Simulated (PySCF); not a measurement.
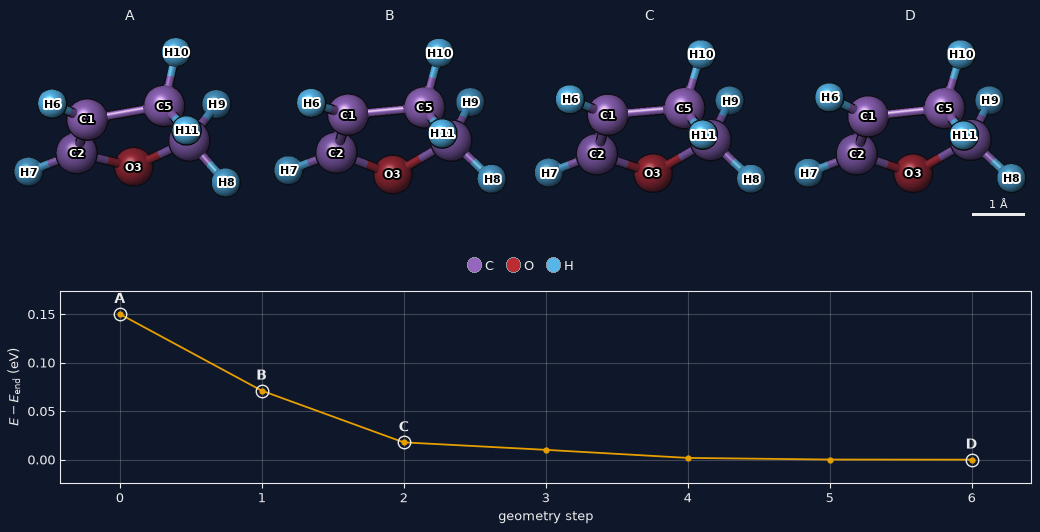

Frames of a relaxation of C$_{4}$H$_{6}$O, marked on the history of the run. Style: ball-and-stick. Shown from a free direction.

The start comes from GFN2-xTB. Its atoms were then displaced at random by about 0.01 Å.

These are results of PBE0-D3(BJ)/def2-SVP geometry optimisation, gas phase in PySCF 2.14.0, density-fitted response routines, not measurements. 

Q: Describe the path.

A: The atom that moves furthest after the best rigid fit is an H atom (0.16 Å). Largest moves by element: H 0.16 Å, O 0.15 Å, C 0.08 Å. Some distances before and after: C–H 1.032 → 1.088 Å, C–O 1.381 → 1.432 Å, C–H 1.076 → 1.102 Å, C–C 1.528 → 1.506 Å. Among the angles between lasting bonds that change: C–C–H 129.0° → 125.9°, O–C–C 109.3° → 107.0°, H–C–H 105.9° → 108.1°. The energy falls by 0.150 eV in 6 geometry steps. From step 0 to 1: the O atom moves most (0.18 Å), energy −0.079 eV. From step 1 to 2: an H atom moves most (0.09 Å), energy −0.053 eV. From step 2 to 6: an H atom moves most (0.05 Å), energy −0.018 eV.

| step | E − E(0), eV |
| --- | --- |
| 0 | 0.0000 |
| 1 | -0.0790 |
| 2 | -0.1324 |
| 3 | -0.1401 |
| 4 | -0.1484 |
| 5 | -0.1501 |
| 6 | -0.1502 |
